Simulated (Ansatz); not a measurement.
Band structure of CuI (F-43m, 2 atoms in the cell).

```
CELL_PARAMETERS angstrom
      0.00000     3.02500     3.02500
      3.02500     0.00000     3.02500
      3.02500     3.02500     0.00000
ATOMIC_POSITIONS crystal
  Cu 0.00000 0.00000 0.00000
  I  0.25000 0.25000 0.25000
```

Computed with PBE (plane waves, PAW; Ansatz, a quantum-chemistry and plane-wave program).

Settings: basis.ecutwfc = 420 eV; kpoints.mp_grid.grid = 5 5 5; hamiltonian.xc = pbe; hamiltonian.pseudopotentials = {kind: paw} (the program's default PAW files); scf.occupations.method = fermi_dirac; scf.occupations.width = 0.01 eV; kpoints.band_path.npoints = 8.

The starting cell has typed, rounded lattice constants, without a prior relaxation at this level. Spin-orbit coupling is off.

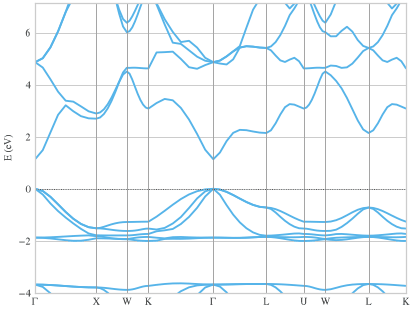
Figure. Bands along the path, energies from the top of the valence band on the path.

Problem. Read off roughly the gap and where its edges lie.

Solution. The gap along the path is about 1.1 eV (computed: 1.14 eV), direct at Γ to within 0.01 eV.

Levels in eV from the top of the valence band on the path, bands 15 to 21:
```json
[
 {"point": "Γ", "15": "-1.88", "16": "0.00", "17": "0.00", "18": "0.00", "19": "1.14", "20": "4.87", "21": "4.87"},
 {"point": "X", "15": "-1.82", "16": "-1.79", "17": "-1.52", "18": "-1.52", "19": "2.69", "20": "2.89", "21": "9.21"},
 {"point": "W", "15": "-1.93", "16": "-1.79", "17": "-1.62", "18": "-1.28", "19": "4.51", "20": "4.65", "21": "6.02"},
 {"point": "K", "15": "-1.85", "16": "-1.74", "17": "-1.53", "18": "-1.26", "19": "3.08", "20": "4.63", "21": "7.56"},
 {"point": "L", "15": "-1.85", "16": "-1.80", "17": "-0.72", "18": "-0.72", "19": "2.14", "20": "5.41", "21": "5.41"},
 {"point": "U", "15": "-1.85", "16": "-1.74", "17": "-1.53", "18": "-1.26", "19": "3.08", "20": "4.63", "21": "7.56"}
]
```

Keys are those of Ansatz 0.2.
